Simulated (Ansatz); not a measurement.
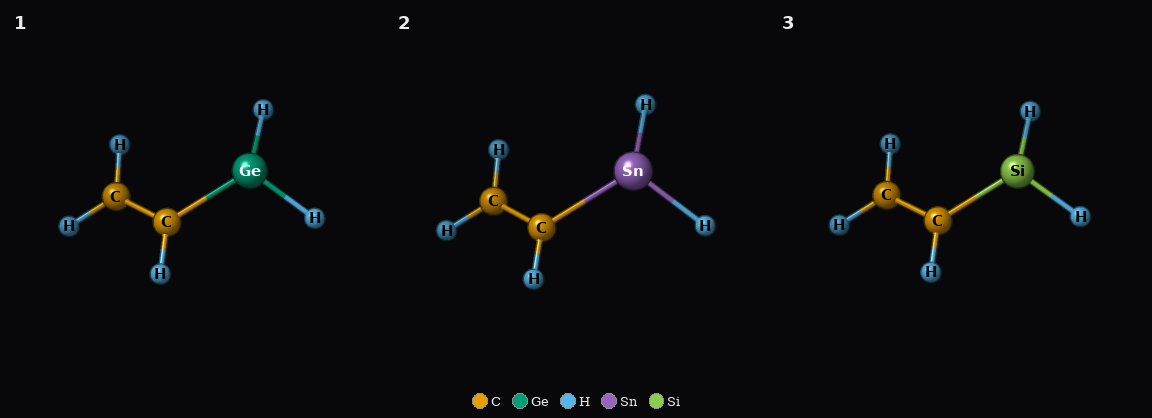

3 molecules with one skeleton, seen from the same side and at one scale. Charge 0, doublet. Computed geometries: PBE0-D4/def2-TZVP optimisations, one conformation each. Properties computed with Ansatz 0.2.0. Elements past Kr carry core potentials.

One atom differs, called X below: Ge in panel 1, Sn in panel 2, Si in panel 3. Their formulas are C2H5Ge (`C=[CH][GeH2]`), C2H5Sn (`C=[CH][SnH2]`), C2H5Si (`C=C[SiH2]`).

Rank them by the harmonic zero-point energy, lowest first (PBE0-D4/def2-TZVP).

Answer. 2 (Sn), 1 (Ge), 3 (Si).

Rank them by the mean angle C–X–H, lowest first (PBE0-D4/def2-TZVP).

Answer. 2 (Sn), 1 (Ge), 3 (Si).

Give the values. With PBE0-D4/def2-TZVP: length of X–C (Å), mean length of X–H (Å), mean angle C–X–H (°), harmonic zero-point energy (kJ/mol). With PBE-D4/def2-TZVPP: dipole moment (D).

```tsv
quantity	1 (Ge)	2 (Sn)	3 (Si)
length of X–C (Å)	1.920	2.125	1.837
mean length of X–H (Å)	1.541	1.720	1.487
mean angle C–X–H (°)	112.0	109.2	112.7
dipole moment (D)	0.66	0.75	0.69
harmonic zero-point energy (kJ/mol)	146.9	141.0	150.0
```
